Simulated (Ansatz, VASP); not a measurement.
# TiO2 (Rutile): VASP beside Ansatz

One calculation is typed for both programs; each brings its own data sets and cutoff. How far apart do they land?

Program: Ansatz 0.2.0. Level of theory: plane waves, with VASP 6.6.1 beside it; band structure at LDA, band structure at PBE and band structure at r2SCAN. Results are calculated unless marked as measured.

### Step 1. Set-up

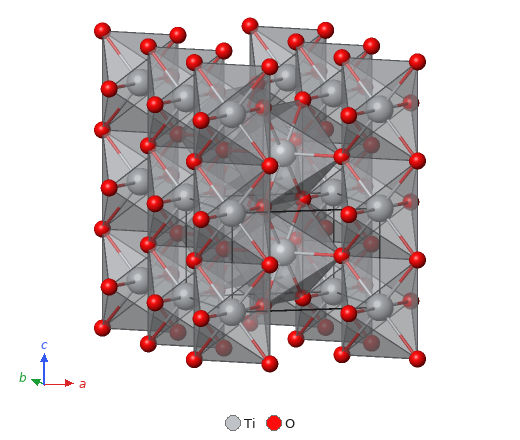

The cell as given, slightly off an axis (titanium light grey, oxygen red). 1×2×2 cells are drawn. Some periodic images of atoms are drawn too.

Structure file:

```xyz
6
Lattice="4.5922 0.0000 0.0000 0.0000 4.5922 0.0000 0.0000 0.0000 2.9574" Properties=species:S:1:pos:R:3 pbc="T T T"
Ti    0.0000    0.0000    0.0000
Ti    2.2961    2.2961    1.4787
O     1.4004    1.4004    0.0000
O     0.8957    3.6965    1.4787
O     3.1918    3.1918    0.0000
O     3.6965    0.8957    1.4787
```

### Step 2. VASP: band structure, LDA

Levels along a path test the potential and the projectors away from the mesh points.

Lines of VASP's logs that name or quote its potential files are left out, and so is its time.

INCAR

```
SYSTEM = TiO2
PREC = Accurate
ENCUT = 520
EDIFF = 1E-06
NELM = 100
ISMEAR = 0
SIGMA = 0.02
LREAL = .FALSE.
ALGO = Normal
GGA = CA
NBANDS = 40
LASPH = .TRUE.
LORBIT = 11
LWAVE = .FALSE.
LCHARG = .FALSE.
KPAR = 4
NCORE = 2
```

POSCAR

```
TiO2
1.0
    4.5922000000      0.0000000000      0.0000000000
    0.0000000000      4.5922000000      0.0000000000
    0.0000000000      0.0000000000      2.9574000000
Ti O
2 4
Direct
    0.0000000000      0.0000000000      0.0000000000
    0.5000000000      0.5000000000      0.5000000000
    0.3049600000      0.3049600000      0.0000000000
    0.1950400000      0.8049600000      0.5000000000
    0.6950400000      0.6950400000      0.0000000000
    0.8049600000      0.1950400000      0.5000000000
```

KPOINTS

```
Automatic mesh
0
Gamma
3 3 5
0 0 0
```

KPOINTS_OPT

```
Line mode
16
Line-mode
Reciprocal
  0.00000000   0.00000000   0.00000000 GAMMA
  0.00000000   0.50000000   0.00000000 X

  0.00000000   0.50000000   0.00000000 X
  0.50000000   0.50000000   0.00000000 M

  0.50000000   0.50000000   0.00000000 M
  0.00000000   0.00000000   0.00000000 GAMMA

  0.00000000   0.00000000   0.00000000 GAMMA
  0.00000000   0.00000000   0.50000000 Z

  0.00000000   0.00000000   0.50000000 Z
  0.00000000   0.50000000   0.50000000 R

  0.00000000   0.50000000   0.50000000 R
  0.50000000   0.50000000   0.50000000 A

  0.50000000   0.50000000   0.50000000 A
  0.00000000   0.00000000   0.50000000 Z

  0.00000000   0.50000000   0.00000000 X
  0.00000000   0.50000000   0.50000000 R

  0.50000000   0.50000000   0.00000000 M
  0.50000000   0.50000000   0.50000000 A
```

Potentials, in the order of the species: Ti_sv and O (PBE family, release 64).

Run with:

```
$ mpirun -np 8 vasp_std
```

Numbers of over 12 decimals in the logs are rounded to 6 here.

The log of the run:

```text
[banner, memory and clock lines left out]
running    8 mpi-ranks, on    1 nodes
 distrk:  each k-point on    2 cores,    4 groups
 distr:  one band on    2 cores,    1 groups

 POSCAR found type information on POSCAR TiO
 POSCAR found :  2 types and       6 ions
|                                                                             |
|               ----> ADVICE to this user running VASP <----                  |
|                                                                             |
|     You enforced a specific xc type in the INCAR file but a different       |
|     [... a line on the potential file left out ...]
|     I HOPE YOU KNOW WHAT YOU ARE DOING!                                     |
|                                                                             |

 LDA part: xc-table for (Slater(with rela. corr.)+CA(PZ))
 , standard interpolation
 POSCAR, INCAR and KPOINTS ok, starting setup
 FFT: planning ... GRIDC
 FFT: planning ... GRID_SOFT
 FFT: planning ... GRID
 WAVECAR not read
 entering main loop
       N       E                     dE             d eps       ncg     rms          rms(c)
DAV:   1     0.625374221602E+03    0.62537E+03   -0.23120E+04   720   0.142E+03
DAV:   2     0.821659254827E+01   -0.61716E+03   -0.56042E+03   720   0.444E+02
DAV:   3    -0.705510644117E+02   -0.78768E+02   -0.76930E+02   920   0.157E+02
DAV:   4    -0.754183020851E+02   -0.48672E+01   -0.48420E+01  1064   0.336E+01
DAV:   5    -0.755861627780E+02   -0.16786E+00   -0.16785E+00   896   0.481E+00    0.316E+01
DAV:   6    -0.599378062738E+02    0.15648E+02   -0.36973E+01   960   0.725E+01    0.120E+01
DAV:   7    -0.592757234561E+02    0.66208E+00   -0.70424E+00   872   0.268E+01    0.986E+00
DAV:   8    -0.589405503837E+02    0.33517E+00   -0.53849E-01   864   0.762E+00    0.485E+00
DAV:   9    -0.590173668038E+02   -0.76816E-01   -0.39268E-01  1104   0.719E+00    0.329E+00
DAV:  10    -0.589398340344E+02    0.77533E-01   -0.10798E-01   936   0.345E+00    0.218E+00
DAV:  11    -0.588999146057E+02    0.39919E-01   -0.68657E-02   816   0.344E+00    0.306E-01
DAV:  12    -0.588993836159E+02    0.53099E-03   -0.77825E-03   896   0.683E-01    0.204E-01
DAV:  13    -0.588992161592E+02    0.16746E-03   -0.52349E-04   896   0.189E-01    0.144E-01
DAV:  14    -0.588989767253E+02    0.23943E-03   -0.48168E-04   960   0.128E-01    0.473E-02
DAV:  15    -0.588989844521E+02   -0.77268E-05   -0.47203E-05   792   0.421E-02    0.418E-02
DAV:  16    -0.588989663759E+02    0.18076E-04   -0.16946E-05  1000   0.512E-02    0.134E-02
DAV:  17    -0.588989661908E+02    0.18514E-06   -0.30276E-06   824   0.120E-02
   1 F= -.58898966E+02 E0= -.58898966E+02  d E =-.940437E-38
 Start KPOINTS_OPT (optional k-point list driver)
k-point batch [1-9\144]
       N       E                     dE             ncg
DAV:   1     0.318591464977E+03   -0.13643E+04      728
DAV:   2    -0.475041283332E+04   -0.50690E+04      768
DAV:   3    -0.537564551095E+04   -0.62523E+03      936
DAV:   4    -0.541459791764E+04   -0.38952E+02     1048
DAV:   5    -0.541579722455E+04   -0.11993E+01      840
DAV:   6    -0.541582411752E+04   -0.26893E-01      952
DAV:   7    -0.541582468361E+04   -0.56609E-03      864
DAV:   8    -0.541582468854E+04   -0.49287E-05      872
DAV:   9    -0.541582468859E+04   -0.46025E-07      504
[...]
k-point batch [136-144\144]
       N       E                     dE             ncg
DAV:   1     0.268528282382E+03   -0.16435E+05      720
DAV:   2    -0.478940525185E+04   -0.50579E+04      744
DAV:   3    -0.540587592212E+04   -0.61647E+03      976
DAV:   4    -0.544834324420E+04   -0.42467E+02     1008
DAV:   5    -0.544971537529E+04   -0.13721E+01      928
DAV:   6    -0.544973202285E+04   -0.16648E-01      928
DAV:   7    -0.544973221933E+04   -0.19648E-03      888
DAV:   8    -0.544973222270E+04   -0.33717E-05      752
DAV:   9    -0.544973222276E+04   -0.58937E-07      520
```

From OUTCAR (step 2):

```text
ion  position               nearest neighbor table
   1  0.000  0.000  0.000-   4 1.95   6 1.95   4 1.95   6 1.95   5 1.98   3 1.98
   2  0.500  0.500  0.500-   3 1.95   5 1.95   3 1.95   5 1.95   4 1.98   6 1.98
   3  0.305  0.305  0.000-   2 1.95   2 1.95   1 1.98
   4  0.195  0.805  0.500-   1 1.95   1 1.95   2 1.98
   5  0.695  0.695  0.000-   2 1.95   2 1.95   1 1.98
   6  0.805  0.195  0.500-   1 1.95   1 1.95   2 1.98

  LATTYP: Found a simple tetragonal cell.
 ALAT       =     4.5922000000
 C/A-ratio  =     0.6440050520

 Subroutine GETGRP returns: Found 16 space group operations
 (whereof  8 operations were pure point group operations)

The static configuration has the point symmetry D_2h.
 The point group associated with its full space group is D_4h.

 Found      9 irreducible k-points:

   k-points           NKPTS =      9   k-points in BZ     NKDIM =      9   number of bands    NBANDS=     40

   dimension x,y,z NGX =    36 NGY =   36 NGZ =   24
   dimension x,y,z NGXF=    72 NGYF=   72 NGZF=   48

   ENCUT  =  520.0 eV  38.22 Ry    6.18 a.u.   8.54  8.54  5.50*2*pi/ulx,y,z

   NELECT =      48.0000    total number of electrons

 k-points in reciprocal lattice and weights: Automatic mesh
   0.00000000  0.00000000  0.00000000       0.022
   0.33333333  0.00000000  0.00000000       0.089
   0.33333333  0.33333333  0.00000000       0.089
   0.00000000  0.00000000  0.20000000       0.044
   0.33333333  0.00000000  0.20000000       0.178
   0.33333333  0.33333333  0.20000000       0.178
   0.00000000  0.00000000  0.40000000       0.044
   0.33333333  0.00000000  0.40000000       0.178
   0.33333333  0.33333333  0.40000000       0.178

 average (electrostatic) potential at core
       1 -75.8610       2 -75.8610       3 -69.2296       4 -69.2296       5 -69.2296
       6 -69.2296

 E-fermi :   4.6750

 k-point     1 :       0.0000    0.0000    0.0000
  band No.  band energies     occupation
    ...
     20       2.4984      2.00000
     21       3.7955      2.00000
     22       4.0471      2.00000
     23       4.0471      2.00000
     24       4.4969      2.00000
     25       6.2723      0.00000
     26       6.5693      0.00000
     27       6.8221      0.00000
     28       6.9119      0.00000
     29       6.9119      0.00000
    ...

 k-point     2 :       0.3333    0.0000    0.0000
  band No.  band energies     occupation
    ...
     20       2.4664      2.00000
     21       2.5973      2.00000
     22       3.2157      2.00000
     23       3.5959      2.00000
     24       4.0894      2.00000
     25       6.7290      0.00000
     26       6.9824      0.00000
     27       7.2743      0.00000
     28       7.3513      0.00000
     29       7.4826      0.00000
    ...

 k-point     3 :       0.3333    0.3333    0.0000
  band No.  band energies     occupation
    ...
     20       2.6627      2.00000
     21       2.8528      2.00000
     22       2.9676      2.00000
     23       3.2484      2.00000
     24       3.8015      2.00000
     25       6.3385      0.00000
     26       6.8333      0.00000
     27       6.9285      0.00000
     28       7.3199      0.00000
     29       7.9442      0.00000
    ...

  Total       -2.3018383     -2.3018383     -3.2685036     -0.0000000      0.0000000      0.0000000
  in kB      -59.1335210    -59.1335210    -83.9668550     -0.0000000      0.0000000      0.0000000
  external PRESSURE =     -67.4112990 kB  Pullay stress =       0.0000000 kB

  energy-cutoff  :      520.00
  volume of cell :       62.37
      direct lattice vectors                 reciprocal lattice vectors
     4.592200000  0.000000000  0.000000000     0.217760550  0.000000000  0.000000000
     0.000000000  4.592200000  0.000000000     0.000000000  0.217760550  0.000000000
     0.000000000  0.000000000  2.957400000     0.000000000  0.000000000  0.338134848

 POSITION                                       TOTAL-FORCE (eV/Angst)
 -----------------------------------------------------------------------------------
      0.00000      0.00000      0.00000         0.000000      0.000000      0.000000
      2.29610      2.29610      1.47870         0.000000      0.000000      0.000000
      1.40044      1.40044      0.00000        -0.004266     -0.004266     -0.000000
      0.89566      3.69654      1.47870         0.004266     -0.004266      0.000000
      3.19176      3.19176      0.00000         0.004266      0.004266      0.000000
      3.69654      0.89566      1.47870        -0.004266      0.004266      0.000000
 -----------------------------------------------------------------------------------
    total drift:                                0.000000      0.000000     -0.000000

  FREE ENERGIE OF THE ION-ELECTRON SYSTEM (eV)
  ---------------------------------------------------
  free  energy   TOTEN  =       -58.8989661908 eV

  energy  without entropy=      -58.8989661908  energy(sigma->0) =      -58.89896619

 total charge
# of ion       s       p       d       tot
------------------------------------------
    1        2.226   6.310   1.747  10.282
    2        2.226   6.310   1.747  10.282
    3        1.559   3.474   0.000   5.033
    4        1.559   3.474   0.000   5.033
    5        1.559   3.474   0.000   5.033
    6        1.559   3.474   0.000   5.033
--------------------------------------------------
tot         10.688  26.514   3.494  40.696

[... 3 further parts left out ...]
```

The run ends at a pressure of -6.74 GPa, with forces up to 0.0060 eV/Å.

### Step 3. Ansatz: band structure, LDA

Ansatz runs on its default PAW (the set named soft_2) files.

The same cell, functional (in two slightly different forms), mesh and smearing now go to Ansatz, which takes its cutoff from its data sets.

input.yaml

```yaml
crystal:
  lattice:
    - [4.5922, 0.0, 0.0]
    - [0.0, 4.5922, 0.0]
    - [0.0, 0.0, 2.9574]
  atoms:
    - { symbol: Ti, position: [0.0, 0.0, 0.0] }
    - { symbol: Ti, position: [0.5, 0.5, 0.5] }
    - { symbol: O, position: [0.30496, 0.30496, 0.0] }
    - { symbol: O, position: [0.19504, 0.80496, 0.5] }
    - { symbol: O, position: [0.69504, 0.69504, 0.0] }
    - { symbol: O, position: [0.80496, 0.19504, 0.5] }
hamiltonian:
  xc: lda
  pseudopotentials: { kind: paw }
kpoints:
  mp_grid: { grid: [3, 3, 5] }
  band_path:
    path:
      - [0.0, 0.0, 0.0]
      - [0.0, 0.13333, 0.0]
      - [0.0, 0.3, 0.0]
      - [0.0, 0.46667, 0.0]
      - [0.1, 0.5, 0.0]
      - [0.26667, 0.5, 0.0]
      - [0.43333, 0.5, 0.0]
      - [0.43333, 0.43333, 0.0]
      - [0.26667, 0.26667, 0.0]
      - [0.1, 0.1, 0.0]
      - [0.0, 0.0, 0.03333]
      - [0.0, 0.0, 0.2]
      - [0.0, 0.0, 0.36667]
      - [0.0, 0.0, 0.5]
      - [0.0, 0.16667, 0.5]
      - [0.0, 0.3, 0.5]
      - [0.0, 0.46667, 0.5]
      - [0.1, 0.5, 0.5]
      - [0.26667, 0.5, 0.5]
      - [0.43333, 0.5, 0.5]
      - [0.43333, 0.43333, 0.5]
      - [0.26667, 0.26667, 0.5]
      - [0.1, 0.1, 0.5]
      - [0.0, 0.5, 0.03333]
      - [0.0, 0.5, 0.2]
      - [0.0, 0.5, 0.36667]
      - [0.5, 0.5, 0.0]
      - [0.5, 0.5, 0.16667]
      - [0.5, 0.5, 0.33333]
      - [0.5, 0.5, 0.5]
    npoints: 1
scf:
  occupations: { method: gaussian, width: 0.02 }
  n_extra_bands: 9
output:
  forces: true
  stress: true
  eigenvalues: true
```

Run with:

```
$ ansatz run input.yaml --threads 4 --pin off --max-ram 9216MiB --backend cpu --events-out ev --progress --plain --runs-dir out
```

The log of the run:

```text
scf.n_extra_bands = 9 over 24 filled bands (N_el = 48.0): the run solves 33 bands
Engine: ansatz 0.2.0, aarch64-unknown-linux-gnu
Pseudopotentials: kind: paw
Pseudopotential: Ti, paw, valence charge 12, recommended cutoff 420 eV (normal), Ti.paw.azcp
Pseudopotential: O, paw, valence charge 6, recommended cutoff 420 eV (normal), O.paw.azcp
Functional definition: SPW92
  exchange = slater_x
  correlation = pw_c
Crystal: 6 atoms, lattice volume = 62.367 Å³
Basis set: ecut = 420 eV, 1217 PW (Γ)
Bands: 33, of which v1, the nominal top of the filled ones, is band 24 counted from 1 (23 counted from 0)
Symmetry: 16 space group operations
Space group: P42/mnm (ITA 136), of the structure as read, at distance tolerance 4.0e-5 Å
k-points: 9 of 45
Non-local potential: Ti, projectors of the file, l = 0: 3, l = 1: 2, l = 2: 3, l = 3: 1
Non-local potential: O, projectors of the file, l = 0: 2, l = 1: 2, l = 2: 1
PAW form: soft (Blöchl's): semilocal exchange-correlation on the pseudo side does not see the compensation charge
PAW frozen core: Ti, regenerated for the run's functional, and the local potential with it (the file was generated under x = pbe(κ = 0.804, μ = 0.219515), c = pbe(β = 0.066725))
PAW frozen core: O, regenerated for the run's functional, and the local potential with it (the file was generated under x = pbe(κ = 0.804, μ = 0.219515), c = pbe(β = 0.066725))
PAW one-centre angular grid: Ti, 590 points (default); XC on 64 Gauss nodes
PAW one-centre angular grid: O, 110 points (default); XC on 64 Gauss nodes
Initial density: superposition of atomic densities (neutral atoms: chi_scale 0, normalization atom), corrected by the library's trained network
Initial wavefunctions: pseudopotential atomic-orbital guess
Functional: x = slater, c = lda
SCF iter   1: F=—  HF=-7130.402277 eV  |F-HF|=—  |Δ(HF+E_count)|=         —  Δρ=2.31e-2  dr2=3.15e-1  ethr=1.77e-3  ⟨swp⟩=6.1  Hψ=1216  notcnv=0  defer=1
preconditioner: auto → Resta (q_TF=auto, 2.612 Å⁻¹)  ε∞=7.9  [insulator: Δε(μ)=1.559 eV  Ē_g=10.127 eV  σ=0.020 eV  W_gap=1.00  n_scr=18 (ndim 8)  ℏωp=26.6 eV  f_vac=0.017  D(μ)=0.00/eV (n_scr^D=0)  ε∞_Penn≈7.9]
SCF iter   2: F=—  HF=-7130.354828 eV  |F-HF|=—  |Δ(HF+E_count)|=   4.74e-2  Δρ=1.28e-2  dr2=8.10e-2  ethr=6.55e-4  ⟨swp⟩=2.3  Hψ=519  notcnv=0  defer=25
SCF iter   3: F=—  HF=-7130.340011 eV  |F-HF|=—  |Δ(HF+E_count)|=   1.48e-2  Δρ=3.77e-3  dr2=6.18e-3  ethr=1.69e-4  ⟨swp⟩=2.0  Hψ=433  notcnv=0  defer=25
SCF iter   4: F=—  HF=-7130.338401 eV  |F-HF|=—  |Δ(HF+E_count)|=   1.61e-3  Δρ=8.02e-4  dr2=3.16e-4  ethr=1.29e-5  ⟨swp⟩=2.0  Hψ=524  notcnv=0  defer=25
SCF iter   5: F=—  HF=-7130.338364 eV  |F-HF|=—  |Δ(HF+E_count)|=   3.75e-5  Δρ=1.96e-4  dr2=2.66e-5  ethr=6.59e-7  ⟨swp⟩=2.2  Hψ=388  notcnv=0  defer=25
SCF iter   6: F=—  HF=-7130.338351 eV  |F-HF|=—  |Δ(HF+E_count)|=   1.30e-5  Δρ=5.54e-5  dr2=1.57e-6  ethr=5.54e-8  ⟨swp⟩=3.0  Hψ=535  notcnv=0  defer=25
SCF iter   7: F=-7130.338351 eV  HF=-7130.338351 eV  |F-HF|=5.13e-8  |Δ(HF+E_count)|=   1.41e-7  Δρ=1.33e-5  dr2=9.82e-8  ethr=2.08e-10  ⟨swp⟩=7.1  Hψ=1301  notcnv=0
SCF 1 converged in 7 iterations: F = -7130.338351 eV  dr2 = 9.82e-8
  greatest PAW one-centre occupation: 0.999 electrons in one spin orbital (limit 2), on the Ti atom at site 1 (counted from 0), in its partial waves of l = 0
NSCF: frozen V_eff on 30 k-points
SCF converged after 7 iterations
Free energy (F): -7130.338351 eV
Harris-Foulkes:  -7130.338351 eV  (|F-HF|=5.13e-8)
Internal energy: -7130.338351 eV  (E = F + TS)
E sigma→0 (E₀):  -7130.338351 eV
Fermi energy:    9.681306 eV
--- Per-component energies (eV) ---
  E_band       = -400.658829
  E_kinetic    = 1240.115979
  E_local      = -3088.113763  (includes V_loc(G=0)·N_el)
  E_nonlocal   = 211.602622
  E_hartree    = 1167.536577
  E_xc         = -484.973973
  E_vxc        = -618.361655  (∫ρ·V_xc dr)
  E_paw        = -2580.460755  (= ΣΔE_a)
  E_vpaw       = -480.984970  (= ΣTr[D̂ρ^β])
  E_aug_tail   = 0.010200  (compensation charges beyond the density's cutoff)
  E_ewald      = -3597.094824
  E_core_change = 1.039587  (= ΣΔE_core)
  E_smearing   = -0.000000  (= −TS)
  E_closure    = -0.000000  (closes the sum)
  Σ components = -7130.338351   (vs F -7130.338351, Δ=0.00e0)
--- Forces (eV/Å), atoms counted from 1 ---
  atom   1  Ti     0.00000000    -0.00000000     0.00000000
  atom   2  Ti     0.00000000     0.00000000     0.00000000
  atom   3  O      0.02189098     0.02189098     0.00000000
  atom   4  O     -0.02189098     0.02189098     0.00000000
  atom   5  O     -0.02189098    -0.02189098     0.00000000
  atom   6  O      0.02189098    -0.02189098     0.00000000
  max |Σ_I F_I| component: 3.47e-18 eV/Å
--- Stress (GPa, compression-positive) ---
       -6.953364       0.000000       0.000000
        0.000000      -6.953364       0.000000
        0.000000       0.000000      -9.922936
  P = ⅓ Tr σ = -7.9432 GPa (-79.432 kbar)
--- Band table (eV; the first three rows and the last of 9) ---
  k-point 0: bands = [... 20 lower, 8.0798, 8.3314, 8.3314, 8.7773, 10.5853, 10.8752, 11.1322, 11.2235, ... 5 higher]
  k-point 1: bands = [... 20 lower, 6.8092, 7.5983, 7.5983, 8.5151, 10.9475, 11.1787, 11.3342, 11.6919, ... 5 higher]
  k-point 2: bands = [... 20 lower, 6.3263, 7.2258, 7.2895, 7.2895, 11.2831, 11.6185, 12.0022, 12.1970, ... 5 higher]
  k-point 8: bands = [... 20 lower, 6.9272, 7.3284, 7.6418, 8.0173, 10.8561, 11.5741, 11.7919, 11.8661, ... 5 higher]
```

Run time: 1 s. Hardware: 4 threads of Arm Neoverse V1, shared host; peak memory 0.31 GiB; 3.1 s of CPU time.

Reading the cycles: dr2 is the Hartree energy of the density residual (eV), the measure of convergence; HF is the Harris–Foulkes estimate of the energy, which meets the free energy F at convergence.

[end of part 1 of 3]

[Lines on the potential files, build, host, timing and source positions are cut from VASP's logs without a mark.]

[Logs are printed without paths, hosts, clocks, repeated set-up lines and the standing remarks that a program may print on its own settings, such as how far it seeks lower states.]

[Hosts, paths, dates, database ids (printed as entryN), source tags and the programs' standing remarks are cut or masked in the printed files.]
